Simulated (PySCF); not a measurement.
## Electronic structure of C$_{2}$H$_{6}$F$_{2}$OSi in real space

The calculation's input:

```
{"job": {"kind": "uv", "xc": "CAM-B3LYP", "basis": "def2-SVPD", "nstates": 8, "ntriplets": 3}, "charge": 0, "multiplicity": 1}
O      2.537479     0.065384     0.430318
Si     1.099800     0.612261    -0.079134
C     -0.283295    -0.514694     0.663556
F     -0.175240    -1.776270     0.073747
C     -1.684024     0.020265     0.447378
F     -1.767916     0.757465    -0.711902
H      2.815704    -0.839514     0.306948
H      0.963521     0.546156    -1.527451
H      1.013883     1.921787     0.545681
H     -0.144933    -0.700075     1.734330
H     -2.414388    -0.790351     0.359199
H     -1.959393     0.696899     1.260741
```

Run with:

```sh
OMP_NUM_THREADS=1 python probes_run.py task.json out
```

Geometry: GFN2-xTB.

These are results of CAM-B3LYP/def2-SVPD, SCF density, gas phase (PySCF 2.14.0), not measurements.

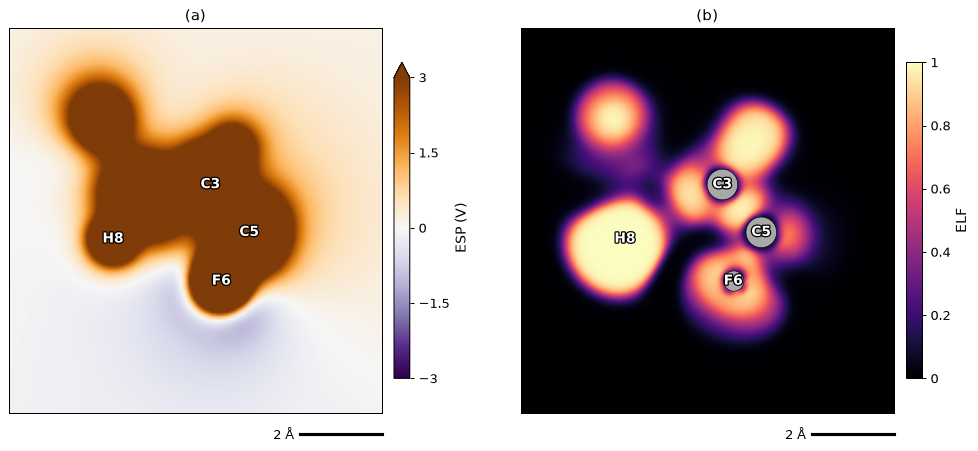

Figure 1. (a) molecular electrostatic potential; (b) ELF on the plane of atoms C3, C5 and F6. Grey discs cover the atomic cores in the ELF map.

**What does the map show?**

The section cuts through C, F and H sites. C–F (1.38 Å): the ELF peaks at about 0.85 between the atoms: a shared but strongly polarised pair. C–C (1.51 Å): the ELF peaks at about 0.95 between the atoms, as expected for a shared electron pair. The ELF also peaks beside F6, away from the bonds: lone-pair regions. Outside the dense part of the molecule the potential is most negative (−1.0 V) near F6.

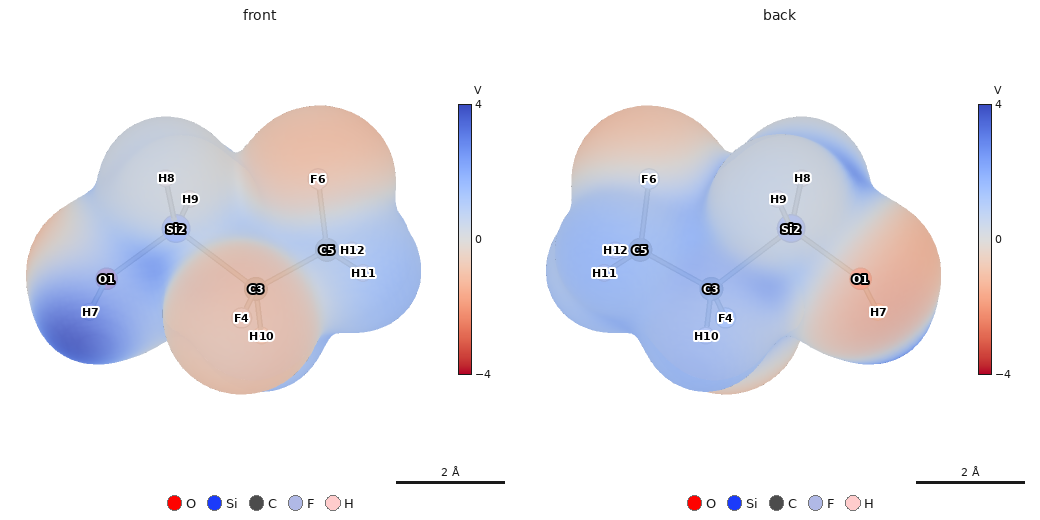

Figure 2. The molecular electrostatic potential painted on the density surface at 0.004 e/bohr³, seen from the front and from behind; red is negative and blue positive.

**Where is the surface potential most negative and most positive?**

The most negative region (about −1.4 V) lies over O1, the most positive (about +3.4 V) over H7. O1 is the likeliest acceptor of a hydrogen bond.

**What dipole moment does the calculation give?**

Its dipole moment is 1.65 D.
